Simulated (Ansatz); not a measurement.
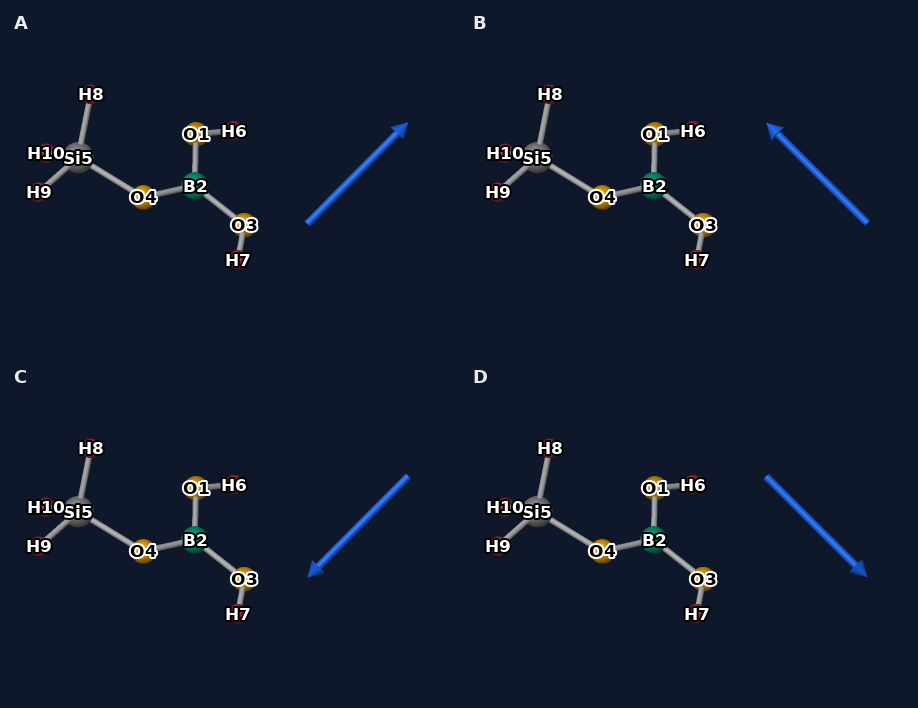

The same molecule four times, each with an arrow. The computed structure is the end point of a PBE0-D4/def2-TZVP optimisation. No frequency run is at hand to confirm it as a minimum. Properties computed with RKS r2SCAN-D4/def2-TZVPP (Ansatz 0.2.0).

Question: Which arrow points along the dipole moment, from the negative to the positive end?

Answer: D. The dipole moment is 0.83 D; it points from the side of H8, H10 to the side of H7 (the outermost atoms at the two ends).
